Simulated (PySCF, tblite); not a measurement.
# C3H10OSi2: geometry, infrared bands and NMR shifts

What infrared bands and NMR shifts should C3H10OSi2 (`[SiH3]O[SiH]1CCC1`) show?

The runs use tblite 0.8.0 and PySCF 2.14.0, with density-fitted response routines of our own; the level of theory stands in each step. All values are computed, except where a source is named. Atoms are numbered from 0 throughout.

### Step 1. The molecule as given

16 atoms, charge 0, multiplicity 1; geometry from: force field or distance geometry start.

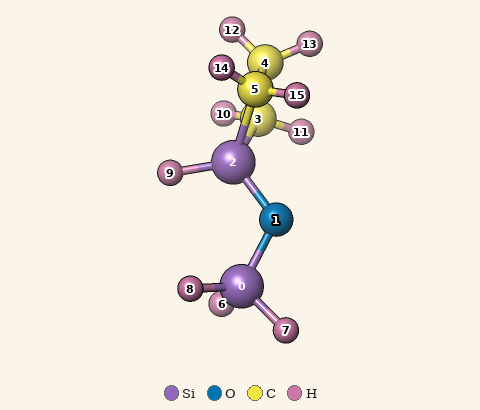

The starting geometry (silicon purple, oxygen blue, carbon yellow, hydrogen pink), atoms numbered; sticks join atoms by distance.

### Step 2. Relaxing the molecule with GFN2-xTB

The job: settings as JSON, then the geometry in Å.

```
{"job": {"kind": "relax", "xc": "GFN2-xTB", "basis": "xTB"}, "charge": 0, "multiplicity": 1}
Si     2.984800    -0.051400     0.463400
O      1.398200    -0.502600     0.919200
Si     0.195000    -0.039300    -0.156600
C     -1.139400     1.041700     0.568500
C     -2.240300     0.029300     0.265200
C     -1.350300    -1.112300    -0.180600
H      3.177800     1.416300     0.451500
H      3.894400    -0.572500     1.509600
H      3.375700    -0.536500    -0.853800
H      0.642500     0.368200    -1.481100
H     -1.279600     1.948100    -0.013700
H     -1.072100     1.220300     1.665700
H     -2.920200     0.423900    -0.515300
H     -2.830400    -0.177200     1.179900
H     -1.605200    -1.526700    -1.157000
H     -1.238400    -1.920300     0.591100
```

Command:

```bash
OMP_NUM_THREADS=1 python probes_run.py task.json out
```

This one command runs all jobs of the session in turn.

Standard output:

```text
step      E/eV     max force
  0    -519.79144    2.435
  1    -519.97759    1.701
  2    -520.08699    0.830
  3    -520.16062    1.100
  4    -520.23467    0.602
  5    -520.26357    0.478
  6    -520.28328    0.431
  7    -520.29552    0.277
  8    -520.30173    0.217
  9    -520.30615    0.212
 10    -520.31206    0.260
 11    -520.32079    0.286
 12    -520.33188    0.316
 13    -520.34293    0.254
 14    -520.35125    0.200
 15    -520.35795    0.252
 16    -520.36566    0.254
 17    -520.37390    0.301
 18    -520.38234    0.246
 19    -520.39086    0.241
 20    -520.39922    0.248
 21    -520.40621    0.229
 22    -520.41102    0.142
 23    -520.41446    0.131
 24    -520.41783    0.156
 25    -520.42200    0.152
 26    -520.42663    0.152
 27    -520.43037    0.138
 28    -520.43262    0.103
 29    -520.43400    0.075
 30    -520.43518    0.079
 31    -520.43638    0.101
 32    -520.43779    0.121
 33    -520.43946    0.132
 34    -520.44099    0.100
 35    -520.44233    0.063
 36    -520.44311    0.053
 37    -520.44365    0.057
 38    -520.44430    0.062
 39    -520.44507    0.071
 40    -520.44584    0.076
 41    -520.44648    0.064
 42    -520.44702    0.069
 43    -520.44750    0.081
 44    -520.44792    0.051
 45    -520.44819    0.031
 46    -520.44834    0.032
 47    -520.44846    0.029
 48    -520.44860    0.027
 49    -520.44875    0.024
 50    -520.44890    0.027
 51    -520.44900    0.023
 52    -520.44907    0.020
 53    -520.44915    0.023
 54    -520.44929    0.029
 55    -520.44948    0.031
 56    -520.44966    0.028
 57    -520.44978    0.031
 58    -520.44987    0.029
 59    -520.44999    0.031
 60    -520.45018    0.037
 61    -520.45042    0.033
 62    -520.45065    0.033
 63    -520.45084    0.036
 64    -520.45105    0.036
 65    -520.45134    0.044
 66    -520.45167    0.044
 67    -520.45196    0.036
 68    -520.45218    0.033
 69    -520.45237    0.035
 70    -520.45258    0.033
 71    -520.45276    0.028
 72    -520.45289    0.025
 73    -520.45300    0.025
 74    -520.45314    0.026
 75    -520.45336    0.028
 76    -520.45353    0.031
 77    -520.45369    0.037
 78    -520.45386    0.038
 79    -520.45409    0.035
 80    -520.45433    0.034
 81    -520.45456    0.037
 82    -520.45467    0.055
 83    -520.45496    0.059
 84    -520.45536    0.054
 85    -520.45600    0.102
 86    -520.45642    0.040
 87    -520.45682    0.052
 88    -520.45693    0.145
 89    -520.45761    0.046
 90    -520.45794    0.048
 91    -520.45867    0.080
 92    -520.45901    0.050
 93    -520.45922    0.028
 94    -520.45939    0.051
 95    -520.45956    0.029
 96    -520.45975    0.027
 97    -520.45990    0.030
 98    -520.46006    0.034
 99    -520.46017    0.033
100    -520.46028    0.027
101    -520.46041    0.029
102    -520.46057    0.031
103    -520.46073    0.022
104    -520.46083    0.021
105    -520.46089    0.022
106    -520.46094    0.024
107    -520.46100    0.018
108    -520.46109    0.014
109    -520.46114    0.013
110    -520.46115    0.010
111    -520.46117    0.009
```

It took 1.2 s on 1 thread of Arm Neoverse N1, shared host; peak memory 0.18 GiB.

Step by step: (not every step is listed)

```
step  energy from step 0 (eV)  largest force (eV/Å)
   0                   0.0000                2.4348
   1                  -0.1861                1.7009
   2                  -0.2956                0.8300
   3                  -0.3692                1.0998
   4                  -0.4432                0.6023
   5                  -0.4721                0.4783
   6                  -0.4918                0.4312
   7                  -0.5041                0.2773
   8                  -0.5103                0.2165
  17                  -0.5825                0.3013
  26                  -0.6352                0.1516
  35                  -0.6509                0.0632
  44                  -0.6565                0.0515
  53                  -0.6577                0.0234
  62                  -0.6592                0.0328
  71                  -0.6613                0.0284
  80                  -0.6629                0.0340
  89                  -0.6662                0.0462
  98                  -0.6686                0.0344
 106                  -0.6695                0.0240
 107                  -0.6696                0.0185
 108                  -0.6697                0.0140
 109                  -0.6697                0.0135
 110                  -0.6697                0.0102
 111                  -0.6697                0.0094
```

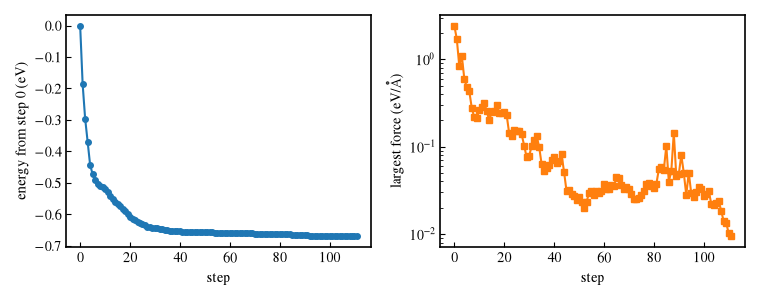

Energy and force, step by step.

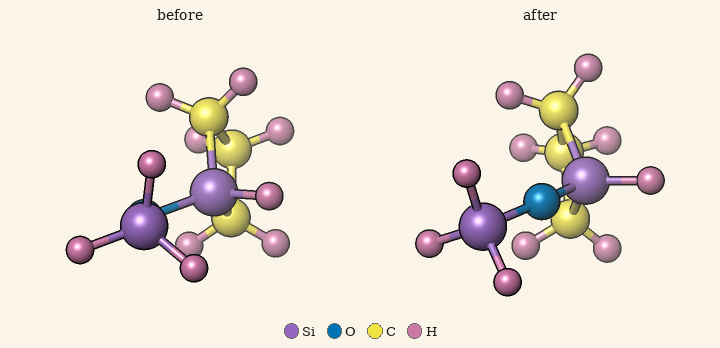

Before and after, at one scale.

Distances of close pairs at the start and the end, largest changes first:

```
  bond  before (Å)  after (Å)  change (Å)
Si0–O1       1.711      1.621      -0.090
O1–Si2       1.679      1.619      -0.060
Si2–C3       1.864      1.908      +0.044
C5–H15       1.123      1.089      -0.034
 C4–C5       1.515      1.543      +0.029
Si2–C5       1.881      1.908      +0.027
C3–H11       1.114      1.089      -0.025
Si0–H6       1.480      1.461      -0.019
```

The end geometry stands in the next job.

### Step 3. Infrared spectrum with GFN2-xTB

The job: settings as JSON, then the geometry in Å.

```
{"job": {"kind": "ir", "xc": "GFN2-xTB", "basis": "xTB"}, "charge": 0, "multiplicity": 1}
Si     2.964824    -0.130735     0.575067
O      1.598659     0.200486    -0.233060
Si     0.044666     0.284842    -0.678966
C     -1.193665     1.166237     0.474479
C     -2.103492    -0.079918     0.469155
C     -1.139128    -1.114330    -0.148300
H      3.533607     1.164327     0.941834
H      2.637815    -0.932974     1.753572
H      3.798578    -0.871607    -0.368230
H      0.103982     0.673237    -2.084243
H     -1.687565     2.066821     0.118514
H     -0.807301     1.380293     1.469673
H     -2.962645     0.076586    -0.181373
H     -2.471746    -0.356857     1.456032
H     -1.597816    -1.734851    -0.914141
H     -0.726369    -1.782612     0.606058
```

Standard output:

```text
mode    cm-1     km/mol
  1      20.6      0.84
  2      30.2      0.89
  3      44.8      0.85
  4      97.2      1.83
  5     170.7      8.17
  6     211.5     15.78
  7     435.0      8.10
  8     537.7     74.47
  9     581.3      7.81
 10     601.6     45.27
 11     606.8     72.85
 12     666.4      4.45
 13     694.9    197.05
 14     708.8     96.13
 15     720.1     51.48
 16     769.6    243.02
 17     780.6    241.19
 18     810.7    497.96
 19     839.4     31.57
 20     877.8     29.68
 21     987.4      2.64
 22     996.6      0.15
 23    1047.2      1.70
 24    1105.3    763.50
 25    1163.6      0.29
 26    1189.3      3.73
 27    1212.5     28.67
 28    1224.5      0.35
 29    1287.1      3.47
 30    1473.3      1.07
 31    1474.3      4.01
 32    1502.4      0.10
 33    2247.9    320.37
 34    2263.6    366.20
 35    2280.0    138.81
 36    2283.4    355.07
 37    2980.5     10.62
 38    2993.6      1.39
 39    3002.6     47.79
 40    3005.2    103.70
 41    3013.6     66.50
 42    3020.2     57.30
```

It took 0.87 s on 1 thread of Arm Neoverse N1, shared host; peak memory 0.18 GiB.

The strongest bands and the atoms that carry them (share of the mass-weighted mode):

```
cm⁻¹  km/mol                      atoms
 695   197.1          H9 58 %, Si2 11 %
 770   243.0           H8 46 %, H6 45 %
 781   241.2  H7 61 %, H6 17 %, H8 16 %
 811   498.0  H8 25 %, H6 24 %, H7 24 %
1105   763.5          O1 75 %, Si2 12 %
2248   320.4                    H7 81 %
2264   366.2           H6 57 %, H8 38 %
2283   355.1           H9 74 %, H8 16 %
```

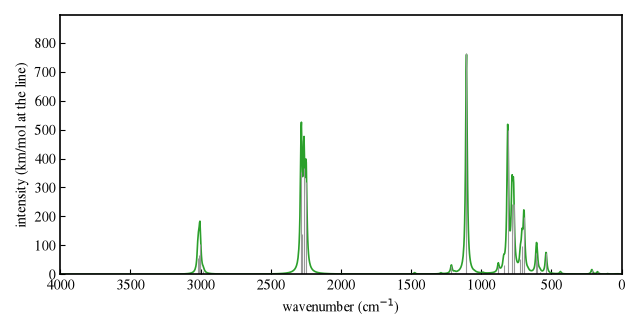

The infrared spectrum from these modes, unscaled. Lines are broadened to a width of 14 cm⁻¹ (Lorentzian).

### Step 4. Nuclear shieldings: PBE0/pcSseg-1

Settings changed since step 3:

```diff
@@ -1,2 +1,2 @@
-{"job": {"kind": "ir", "xc": "GFN2-xTB", "basis": "xTB"}, "charge": 0, "multiplicity": 1}
+{"job": {"kind": "nmr", "xc": "PBE0", "basis": "pcSseg-1"}, "charge": 0, "multiplicity": 1}
 Si     2.964824    -0.130735     0.575067
```

Method: GIAO PBE0/pcSseg-1 NMR shielding, non-relativistic, gas phase.

Standard output:

```text
coarse grid: 13792 points
cycle   1  E = -773.9099635359  dE =  5.877e-01  |g| = 8.160e-01  |ddm| = 3.592e+00
cycle   2  E = -773.7356726236  dE =  1.743e-01  |g| = 1.251e+00  |ddm| = 1.625e+00
cycle   3  E = -774.0344044186  dE = -2.987e-01  |g| = 1.239e-01  |ddm| = 1.138e+00
cycle   4  E = -774.0371880347  dE = -2.784e-03  |g| = 4.971e-02  |ddm| = 1.465e-01
cycle   5  E = -774.0377982063  dE = -6.102e-04  |g| = 8.203e-03  |ddm| = 4.807e-02
cycle   6  E = -774.0378129517  dE = -1.475e-05  |g| = 1.404e-03  |ddm| = 1.008e-02
cycle   7  E = -774.0378134130  dE = -4.613e-07  |g| = 4.217e-04  |ddm| = 1.764e-03
final grid: 122408 points
cycle   8  E = -774.0831410717  dE = -1.694e-05  |g| = 9.406e-03  |ddm| = 1.981e-02
cycle   9  E = -774.0831163758  dE =  2.470e-05  |g| = 1.441e-02  |ddm| = 1.815e-02
cycle  10  E = -774.0831598982  dE = -4.352e-05  |g| = 9.910e-04  |ddm| = 1.148e-02
cycle  11  E = -774.0831600831  dE = -1.848e-07  |g| = 2.400e-04  |ddm| = 9.440e-04
cycle  12  E = -774.0831600958  dE = -1.276e-08  |g| = 2.816e-05  |ddm| = 2.324e-04
cycle  13  E = -774.0831600960  dE = -1.630e-10  |g| = 5.071e-06  |ddm| = 3.539e-05
converged SCF energy = -774.0831600960

GIAO shielding tensors (ppm)
atom      isotropic    diamagn.    paramagn.     s11        s22        s33       span
  0 Si     393.184     879.516    -486.332    356.427    362.068    461.056    104.629
  1 O      298.664     398.140     -99.475    222.173    321.457    352.363    130.190
  2 Si     352.729     878.815    -526.086    317.356    340.018    400.813     83.457
  3 C      161.575     256.228     -94.653    125.720    172.857    186.148     60.427
  4 C      171.998     251.241     -79.243    163.370    170.662    181.962     18.592
  5 C      162.453     256.041     -93.589    125.764    173.976    187.618     61.854
  6 H       26.545      28.597      -2.051     23.120     24.888     31.628      8.509
  7 H       26.453      29.829      -3.377     22.846     25.520     30.991      8.145
  8 H       26.550      28.371      -1.821     22.987     24.909     31.756      8.769
  9 H       26.196      29.159      -2.964     21.895     25.320     31.372      9.477
 10 H       30.072      31.227      -1.156     25.605     28.014     36.596     10.992
 11 H       29.928      32.827      -2.898     26.828     28.164     34.794      7.967
 12 H       29.984      30.882      -0.898     25.837     28.345     35.770      9.934
 13 H       29.768      30.654      -0.887     25.419     27.425     36.459     11.041
 14 H       30.108      31.492      -1.384     25.595     28.037     36.691     11.096
 15 H       29.864      33.080      -3.216     26.740     28.203     34.647      7.907
```

Run time: 46 s. Hardware: 1 thread of Arm Neoverse N1, shared host; peak memory 0.75 GiB.

The references, computed at this level on geometries of the same kind, shield at (ppm): 1H TMS 31.72, 13C TMS 186.9, 29Si TMS 349.2, 17O H2O 336.1. Their shielding less the atom's gives the shift. The references are single molecules in the gas phase, so shifts against H2O, NH3, PH3, H3PO4 or CFCl3 are not on the usual liquid scales and can be off by tens of ppm. Atoms listed in one row are averaged.

```
     atoms                                                   environment  σ (ppm)  δ (ppm)  δ scaled to CDCl3
    C3, C5                                          sp3 CH2 bonded to Si    162.0     24.9               22.4
        C4                                             sp3 CH2 in a ring    172.0     14.9               12.7
        H9  hydrogen on a silicon bonded to 2 C, O, in a 4-membered ring    26.20     5.52                  –
H6, H7, H8                             hydrogen on a silicon bonded to O    26.52     5.20                  –
       H13                              hydrogen on an sp3 CH2 in a ring    29.77     1.95               1.94
  H11, H15                           hydrogen on an sp3 CH2 bonded to Si    29.90     1.82               1.82
       H12                              hydrogen on an sp3 CH2 in a ring    29.98     1.73               1.74
  H10, H14                           hydrogen on an sp3 CH2 bonded to Si    30.09     1.63               1.64
       Si2             silicon bonded to 2 C, O, H, in a 4-membered ring    352.7     -3.6                  –
       Si0                                      silicon bonded to O, 3 H    393.2    -44.0                  –
        O1                                         oxygen bonded to 2 Si    298.7     37.4                  –
```

The scaled column applies a straight-line fit of computed shieldings to shifts measured in CDCl3 (root-mean-square error 0.16 ppm for H, 1.9 ppm for C).

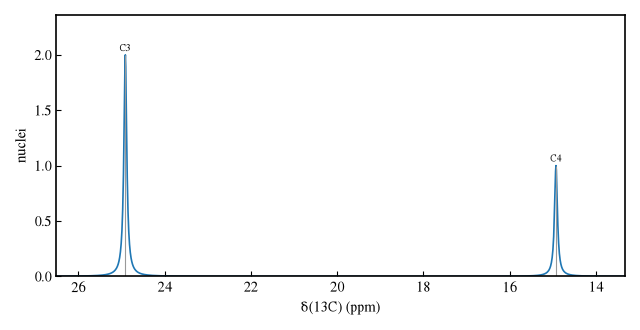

13C lines at the computed shifts, without couplings. Lines are broadened to a width of 0.08 ppm (Lorentzian).

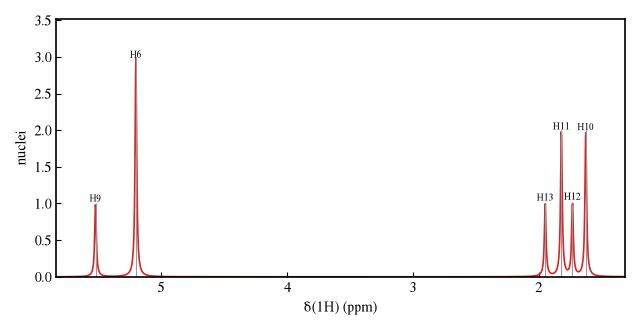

1H lines at the computed shifts, without couplings. Lines are broadened to a width of 0.02 ppm (Lorentzian).

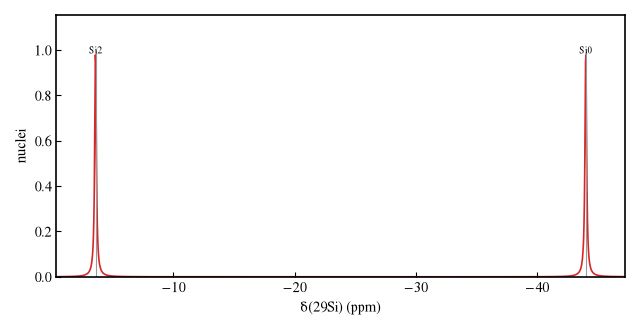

29Si lines at the computed shifts, without couplings. Lines are broadened to a width of 0.16 ppm (Lorentzian).

Charges from the same density, by scheme (e):

```
 atoms  Mulliken    IAO  Hirshfeld  ESP fit
   Si0      0.73   0.89       0.40     0.59
    O1     -0.71  -0.87      -0.30    -0.52
   Si2      1.02   1.13       0.44     0.80
C3, C5     -0.56  -0.58      -0.17    -0.46
    C4     -0.22  -0.25      -0.07     0.20
```

Mulliken charges:

Si0 0.73; O1 -0.71; Si2 1.02; C3 -0.56; C4 -0.22; C5 -0.56; H6 -0.12; H7 -0.13; H8 -0.12; H9 -0.12; H10 0.14; H11 0.14; H12 0.12; H13 0.13; H14 0.14; H15 0.14

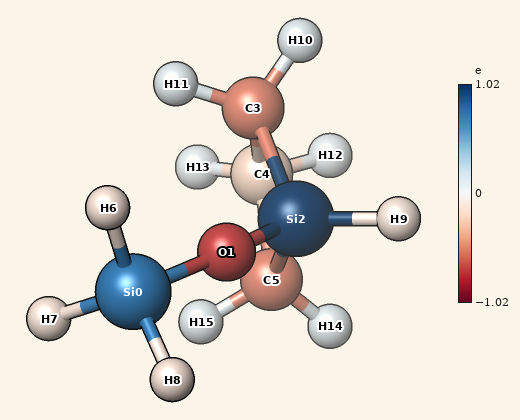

Mulliken charges, as colours on the atoms.

Mayer bond orders: Si0–O1 0.92, O1–Si2 0.96, Si2–C3 0.90, C3–C4 1.00, C4–C5 1.00, C5–Si2 0.91.

Ring of atoms Si2, C3, C4, C5: NICS(0) 0.4, NICS(1) -1.1, NICS(1)zz 2.9 ppm (means of both faces).

The fields below are evaluated on a grid from the run's orbitals.

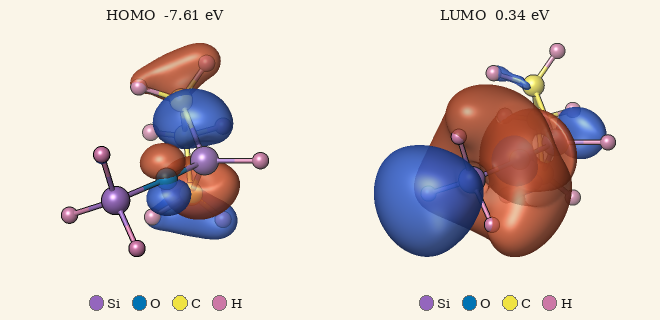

PBE0/pcSseg-1 orbitals near the gap, drawn at the value that encloses 70 % of each; the two colours are the two signs.

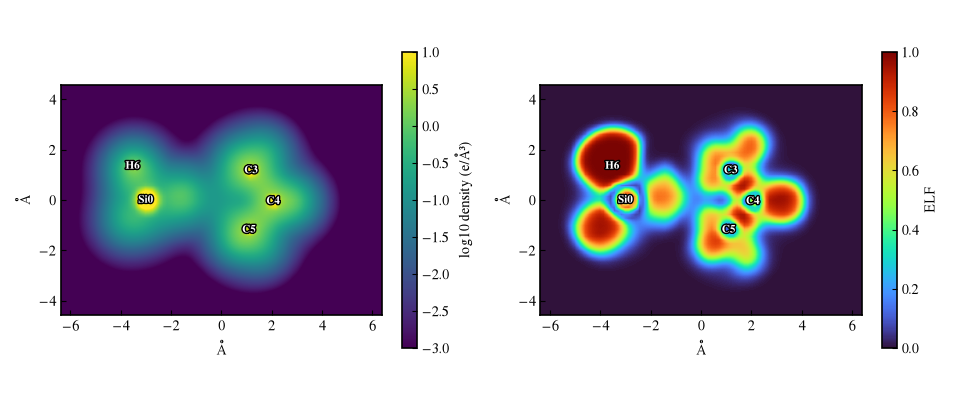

Density (left) and ELF (right) in a plane through or near 5 of the atoms.

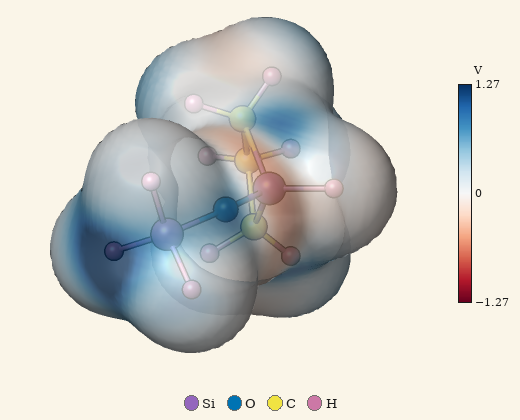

The potential that a unit positive charge feels on the 0.002 e/bohr³ surface, from -0.42 V near O1 to 1.27 V near H7.

### Step 5. What came out

```
                                                               quantity                                   value
                              strongest single infrared mode (GFN2-xTB)                   1105 cm⁻¹, 764 km/mol
                                           zero-point energy (GFN2-xTB)                           74.3 kcal/mol
13C shifts against TMS (PBE0/pcSseg-1, means over atoms taken as alike)                          24.9, 14.9 ppm
 1H shifts against TMS (PBE0/pcSseg-1, means over atoms taken as alike)  5.52, 5.20, 1.95, 1.82, 1.73, 1.63 ppm
                                29Si shifts against TMS (PBE0/pcSseg-1)                         -3.6, -44.0 ppm
                                 17O shifts against H2O (PBE0/pcSseg-1)                                37.4 ppm
                                  surface potential, least and greatest                      -0.42 V and 1.27 V
```

The optimisation took 111 steps and gained 0.670 eV; among the close pairs (by a distance rule), Si0–O1 changed most, from 1.711 to 1.621 Å. No mode is imaginary among the 42: a minimum at this level. The strongest single mode, at 1105 cm⁻¹, moves mainly O1. GFN2-xTB is a fitted tight-binding method: band positions and strengths are rough. Its intensities can rank the bands wrongly. At PBE0/pcSseg-1: The widest tensor belongs to O1: span 130 ppm, with a paramagnetic part of -99 ppm.
